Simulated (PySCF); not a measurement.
Input file:

```
{"job": {"kind": "nmr", "xc": "PBE0", "basis": "pcSseg-1"}, "charge": 0, "multiplicity": 1}
C     -1.868313     0.432602     1.071580
C     -0.925414     0.311855    -0.120436
C     -1.616113    -0.236115    -1.368554
C      0.263253    -0.504193     0.219322
C      0.914956    -1.199726     1.110231
P      1.810307    -1.200194    -0.480129
C      2.951211     0.313868    -0.196771
F      3.548722     0.286573     1.000129
F      3.910668     0.340496    -1.127530
F      2.287073     1.477632    -0.273684
H     -2.260451    -0.555560     1.359695
H     -1.355486     0.863705     1.943891
H     -2.725157     1.077261     0.824573
H     -0.527513     1.313104    -0.367733
H     -2.437279     0.428779    -1.674531
H     -2.038656    -1.234614    -1.176035
H     -0.910948    -0.321892    -2.208529
H      0.935897    -1.565116     2.135249
```

Run with:

```sh
OMP_NUM_THREADS=1 python probes_run.py task.json out
```

Geometry: PBE0-D3(BJ)/def2-SVP.

Computed with PySCF, PBE0/pcSseg-1, SCF density, gas phase, non-relativistic.

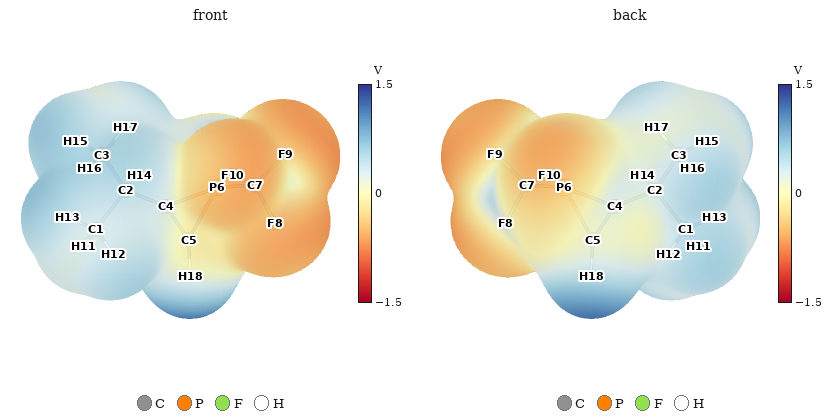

C6H8F3P (SMILES CC(C)C1=CP1C(F)(F)F). The molecular electrostatic potential painted on the density surface at 0.001 e/bohr³, seen from the front and from behind; red is negative and blue positive.

**Where is the surface potential most negative and most positive?**

The most negative region (about −0.7 V) lies over F8 and F9, the most positive (about +1.1 V) over H18.
